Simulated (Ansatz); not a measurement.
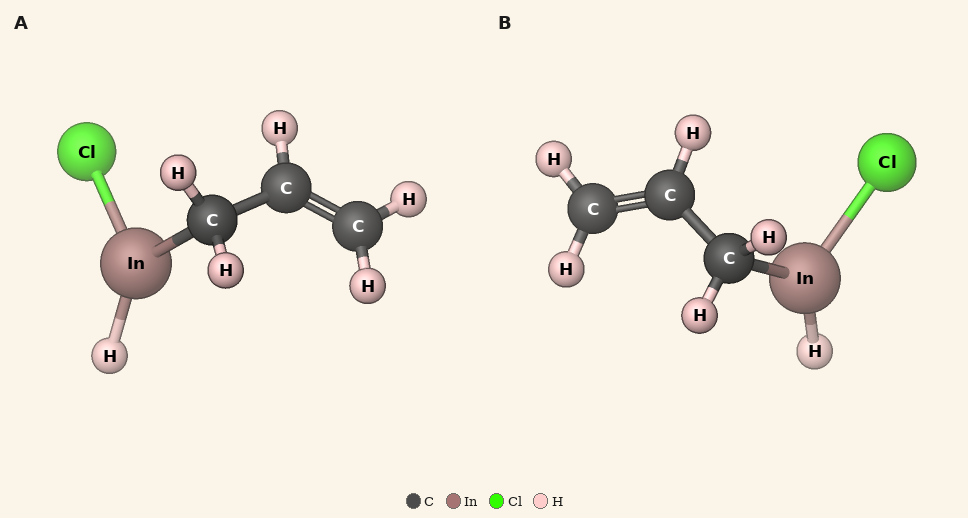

Distant atoms are faded towards the background colour. Computed geometry: PBE0-D4/def2-TZVP optimisation.

Q: Can A be turned into B by a rotation alone?

A: No. They are mirror images that no rotation superimposes: the geometry of C3H6ClIn is chiral (C1). Their energies are equal.
